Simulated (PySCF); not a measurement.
# C4H5FOSi: one change and its effect

System: C4H5FOSi, SMILES C#CC(=C)O[SiH2]F.
Method of the first run: GIAO PBE0/STO-3G NMR shielding, non-relativistic, gas phase (PySCF 2.14.0).

The geometry comes from this level: PBE0-D3(BJ)/def2-SVP. Text and figures count atoms from 1; the logs count them from 0 in places.

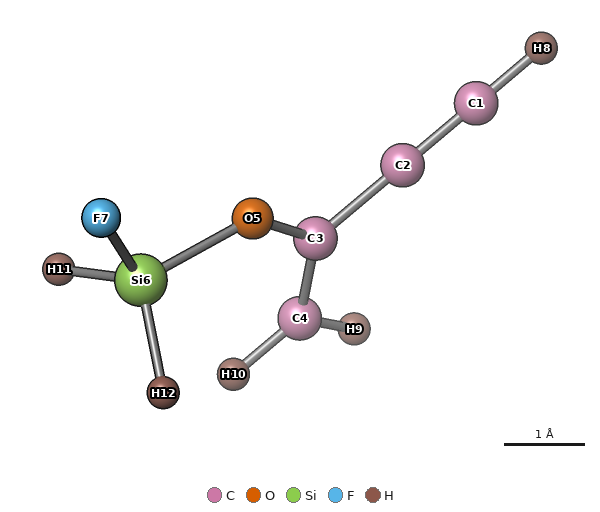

Fig. 1: The structure as given in the input (ball-and-stick view, seen at a tilt; atoms are numbered from 1 in the order of the input). Bond lengths as drawn: C–C 1.21 to 1.43 Å, C–H 1.07 to 1.09 Å, C–O 1.35 Å, F–Si 1.61 Å, H–Si 1.48 Å and O–Si 1.67 Å.

## Input, the first run
```
{"job": {"kind": "nmr", "xc": "PBE0", "basis": "STO-3G", "pop": true}, "charge": 0, "multiplicity": 1}
C      2.003302     1.591161     0.662146
C      1.183596     0.773222     0.305246
C      0.215417    -0.194547    -0.120511
C      0.570321    -1.330902    -0.745975
O     -1.058648     0.158090     0.170213
Si    -2.468090    -0.639455    -0.220456
F     -3.649899     0.295025     0.349454
H      2.728056     2.318919     0.978298
H      1.621177    -1.538921    -0.943157
H     -0.168425    -2.069299    -1.067425
H     -2.606259    -0.745200    -1.694463
H     -2.528863    -1.953267     0.466596
```

The first line tells a small driver script what to run in PySCF; the rest is the geometry in Å.

Command:
```bash
OMP_NUM_THREADS=1 python <driver script> task.json out
```

Hardware: 1 CPU thread, shared host.

## Output (the first run)
```
coarse grid: 11240 points
cycle   1  E = -611.6176169468  dE =  1.024e+00  |g| = 6.304e-01  |ddm| = 4.768e+00
cycle   2  E = -611.5234837122  dE =  9.413e-02  |g| = 9.153e-01  |ddm| = 2.197e+00
cycle   3  E = -611.7616437101  dE = -2.382e-01  |g| = 1.893e-01  |ddm| = 1.311e+00
cycle   4  E = -611.7718303555  dE = -1.019e-02  |g| = 6.606e-02  |ddm| = 3.326e-01
cycle   5  E = -611.7731690392  dE = -1.339e-03  |g| = 1.760e-02  |ddm| = 9.748e-02
cycle   6  E = -611.7732253547  dE = -5.632e-05  |g| = 1.118e-02  |ddm| = 2.741e-02
cycle   7  E = -611.7732600873  dE = -3.473e-05  |g| = 1.760e-03  |ddm| = 1.253e-02
cycle   8  E = -611.7732610525  dE = -9.652e-07  |g| = 2.862e-04  |ddm| = 2.616e-03
final grid: 106432 points
cycle   9  E = -611.7251576437  dE = -2.112e-06  |g| = 4.887e-03  |ddm| = 1.370e-02
cycle  10  E = -611.7251476012  dE =  1.004e-05  |g| = 7.406e-03  |ddm| = 1.622e-02
cycle  11  E = -611.7251645331  dE = -1.693e-05  |g| = 1.152e-03  |ddm| = 1.092e-02
cycle  12  E = -611.7251649683  dE = -4.352e-07  |g| = 1.151e-04  |ddm| = 1.577e-03
cycle  13  E = -611.7251649721  dE = -3.828e-09  |g| = 3.254e-05  |ddm| = 1.668e-04
cycle  14  E = -611.7251649722  dE = -1.494e-10  |g| = 2.322e-05  |ddm| = 5.260e-05
converged SCF energy = -611.7251649722

GIAO shielding tensors (ppm)
atom      isotropic    diamagn.    paramagn.     s11        s22        s33       span
  0 C      159.059     265.156    -106.097    122.425    129.489    225.261    102.835
  1 C      174.133     265.489     -91.357    110.842    117.436    294.120    183.278
  2 C      119.771     254.547    -134.776     52.745    137.897    168.671    115.926
  3 C      141.045     254.528    -113.484     56.975    157.201    208.957    151.982
  4 O      327.456     379.868     -52.412    159.972    391.771    430.624    270.652
  5 Si     539.311     866.370    -327.060    470.051    537.573    610.308    140.257
  6 F      518.686     453.178      65.508    356.551    546.262    653.246    296.695
  7 H       29.299      30.671      -1.371     25.106     25.708     37.084     11.978
  8 H       28.077      30.989      -2.911     25.620     25.696     32.916      7.296
  9 H       28.800      32.687      -3.887     26.320     26.376     33.704      7.384
 10 H       29.438      30.769      -1.331     25.474     27.147     35.692     10.219
 11 H       29.406      30.752      -1.346     25.424     27.097     35.697     10.273
```

For the second run the input was changed thus:
```diff
-"basis": "STO-3G"
+"basis": "pcSseg-2"
```

What does this change do to the results?

The total energy of the second run is 4974.9 kcal/mol lower, which measures the change of basis and not a stability. The HOMO goes from −4.04 to −7.11 eV. The LUMO goes from 2.68 to −1.05 eV. The dipole moment goes from 1.11 to 1.90 D. Of all shieldings, the largest change is that of Si6, by −171.4 ppm. The number of SCF iterations is the same. The basis functions go from 44 to 329.

## Output (the second run)
```
coarse grid: 11240 points
cycle   1  E = -619.5264946994  dE =  8.867e-01  |g| = 8.481e-01  |ddm| = 2.670e+00
cycle   2  E = -619.3891285195  dE =  1.374e-01  |g| = 1.255e+00  |ddm| = 1.501e+00
cycle   3  E = -619.6473761433  dE = -2.582e-01  |g| = 1.349e-01  |ddm| = 1.021e+00
cycle   4  E = -619.6503077107  dE = -2.932e-03  |g| = 6.027e-02  |ddm| = 1.229e-01
cycle   5  E = -619.6510700941  dE = -7.624e-04  |g| = 2.351e-02  |ddm| = 5.529e-02
cycle   6  E = -619.6512001112  dE = -1.300e-04  |g| = 3.721e-03  |ddm| = 2.361e-02
cycle   7  E = -619.6512018126  dE = -1.701e-06  |g| = 2.171e-03  |ddm| = 4.499e-03
final grid: 106432 points
cycle   8  E = -619.6532367950  dE = -6.286e-05  |g| = 8.250e-03  |ddm| = 5.726e-02
cycle   9  E = -619.6531979552  dE =  3.884e-05  |g| = 1.526e-02  |ddm| = 1.467e-02
cycle  10  E = -619.6532507699  dE = -5.281e-05  |g| = 2.214e-03  |ddm| = 1.065e-02
cycle  11  E = -619.6532519095  dE = -1.140e-06  |g| = 6.269e-04  |ddm| = 2.322e-03
cycle  12  E = -619.6532519794  dE = -6.983e-08  |g| = 2.382e-04  |ddm| = 6.719e-04
cycle  13  E = -619.6532519920  dE = -1.269e-08  |g| = 5.904e-05  |ddm| = 2.332e-04
cycle  14  E = -619.6532519928  dE = -7.342e-10  |g| = 1.818e-05  |ddm| = 4.826e-05
converged SCF energy = -619.6532519928

GIAO shielding tensors (ppm)
atom      isotropic    diamagn.    paramagn.     s11        s22        s33       span
  0 C       99.259     265.522    -166.263     38.533     43.744    215.500    176.967
  1 C       99.216     260.917    -161.701     -3.351      2.861    298.139    301.490
  2 C       32.393     248.421    -216.028    -76.570     71.798    101.952    178.522
  3 C       76.225     257.429    -181.204    -24.181    104.113    148.742    172.923
  4 O      191.961     394.436    -202.475    147.201    212.710    215.971     68.769
  5 Si     367.877     874.793    -506.916    343.254    373.254    387.123     43.869
  6 F      355.443     464.857    -109.415    287.217    376.356    402.756    115.539
  7 H       28.499      32.369      -3.869     24.490     24.693     36.315     11.825
  8 H       26.291      30.456      -4.165     24.519     24.583     29.771      5.252
  9 H       26.727      32.338      -5.611     23.959     25.150     31.071      7.112
 10 H       25.993      28.348      -2.355     23.047     24.608     30.325      7.279
 11 H       25.973      28.297      -2.324     22.937     24.610     30.371      7.434
```

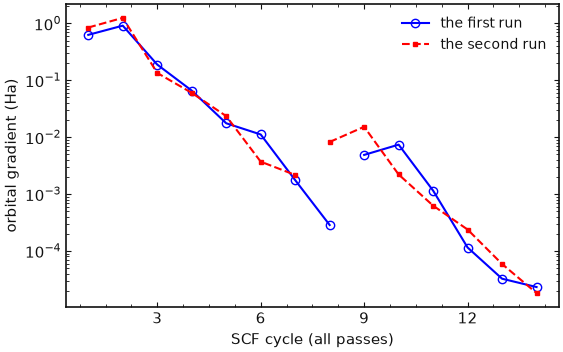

Fig. 2: Convergence of the two runs: orbital gradient against the SCF cycle. A break in a curve parts two SCF passes (coarse and final grid). The first run takes 14 cycles in all, and the second run takes 14.

## The two runs side by side

| quantity | the first run | the second run |
| --- | --- | --- |
| outcome | converged | converged |
| total energy (hartree) | −611.725165 | −619.653252 |
| HOMO (eV) | −4.04 | −7.11 |
| LUMO (eV) | 2.68 | −1.05 |
| dipole moment (D) | 1.11 | 1.90 |
| shielding of C1 (ppm) | 159.1 | 99.3 |
| shielding of C2 (ppm) | 174.1 | 99.2 |
| shielding of C3 (ppm) | 119.8 | 32.4 |
| shielding of C4 (ppm) | 141.0 | 76.2 |
| shielding of O5 (ppm) | 327.5 | 192.0 |
| shielding of Si6 (ppm) | 539.3 | 367.9 |
| shielding of F7 (ppm) | 518.7 | 355.4 |
| SCF iterations | 14 | 14 |
| basis functions | 44 | 329 |
| wall time (shared host) | 4 s | 60 s |
